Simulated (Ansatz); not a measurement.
# BFGaH3: what the fields show

Input

```
crystal:
  periodic: [false, false, false]
  atoms:
    - {symbol: B, position_ang: [0.655895, -0.362907, 0.627893]}
    - {symbol: Ga, position_ang: [-0.760016, 0.438282, -0.716743]}
    - {symbol: F, position_ang: [1.138954, -1.585073, 0.454542]}
    - {symbol: H, position_ang: [-2.309652, 0.280741, -0.484590]}
    - {symbol: H, position_ang: [-0.328686, 1.276887, -1.977982]}
    - {symbol: H, position_ang: [1.085228, 0.225393, 1.590548]}
basis:
  gaussian: {orbitals: def2-TZVPP}
hamiltonian: {xc: pbe0, dispersion: d4}
output: {orbitals: {seedname: orbitals}}
```

Launched as:

```sh
ansatz run in.yaml --threads 2 --pin off --events-out ev --progress --plain --max-ram 4352MiB
```

Geometry: PBE0-D4/def2-TZVP.

Computed with RKS PBE0-D4/def2-TZVPP in Ansatz.

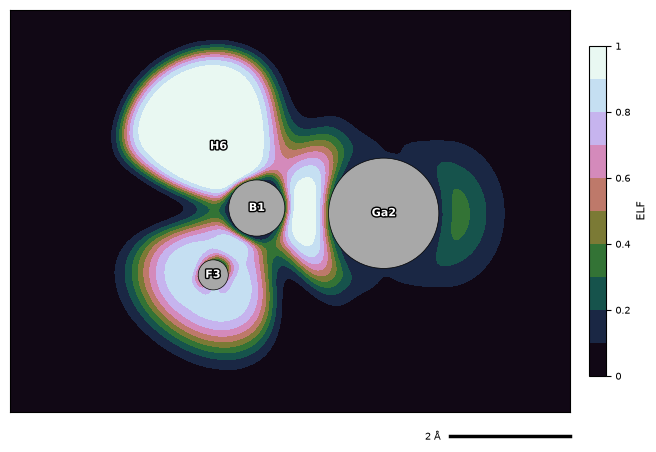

Figure 1. ELF on the plane of atoms Ga2, B1 and H6. Grey discs cover the atomic cores.

What does the map show?

- Atoms in the plane: B, Ga, F and H.
- B–F (1.33 Å): the ELF peaks at about 0.85 between the atoms: a shared but strongly polarised pair.
- Ga–B (2.11 Å): the ELF peaks at about 1 in the valence shell of B, 0.8 Å from its nucleus, and is about 0.80 at the midpoint.
- B–H (1.21 Å): the ELF climbs to about 1 towards the hydrogen, as it does in any bond to H: an ordinary covalent bond to hydrogen.
- The ELF also peaks beside F3, away from the bonds: lone-pair regions.

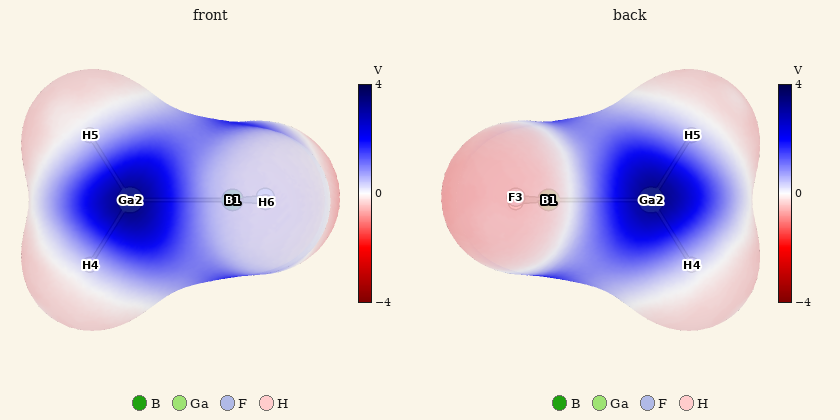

Figure 2. The electrostatic potential painted on the density surface at 0.002 e/bohr³, seen from the front and from behind; red is negative and blue positive.

Where is the surface potential most negative and most positive?

The most negative region (about −0.6 V, or −14 kcal/mol for a unit charge) lies over F3, the most positive (about +3.3 V, or +76 kcal/mol for a unit charge) over Ga2.

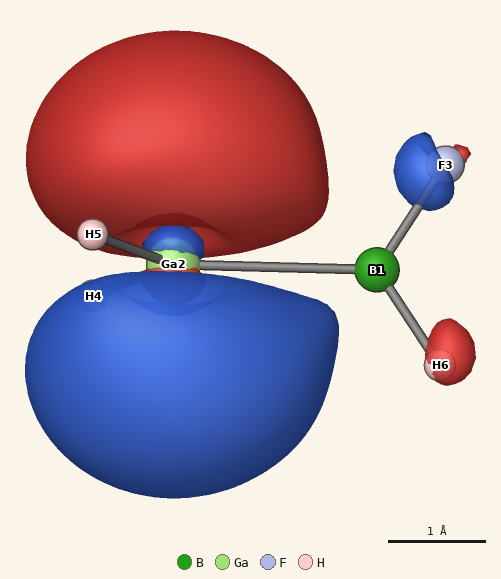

Figure 3. The LUMO at ±0.1 Å⁻³ᐟ² (blue and red are the two phases), seen from one side.

What is the character of this orbital?

It lies mainly on Ga2 (about 75 %) and B1 (about 10 %). Its energy is −1.91 eV.
